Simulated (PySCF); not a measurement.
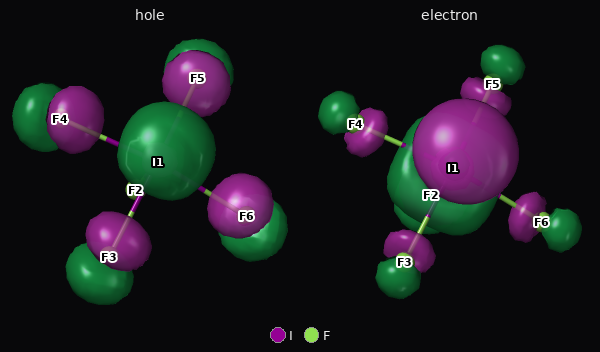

Figure 1: F5I. Leading natural transition orbital pair of S₁ (TDA singlet states); the surfaces enclose about 78 % of each orbital's density.

Computed with PySCF, B3LYP/def2-SVP, geometry: GFN2-xTB. Core potentials replace the inner electrons of I; spin–orbit coupling isn't included. No frequency check shows the geometry to be a minimum. GFN2-xTB bond lengths at metals and heavier atoms can be off by up to 0.1 Å and shapes distorted, which carries into these values. Without diffuse functions Rydberg states are missing, so the states' numbers hold for this basis only.

Cartesian coordinates (Å):

```
I1       0.0016   -0.0000   -0.3065
F2      -0.0090   -0.0000    1.5667
F3       0.5807   -1.8140    0.0610
F4       1.8139    0.5808    0.0639
F5      -0.5809    1.8141    0.0582
F6      -1.8142   -0.5808    0.0553
```

**Give its energy and the atoms that hole and electron lie on.**

6.30 eV (197 nm), f = 0.030; the leading pair carries 99 %; hole on F3, F4, F5 and F6 (20 % each) and I1 (20 %), electron on I1 (52 %), F2 (23 %) and F3, F4, F5 and F6 (6 % each); their centroids lie 0.2 Å apart. In canonical orbitals it is mainly HOMO → LUMO (97 %). The HOMO–LUMO gap is 7.37 eV.
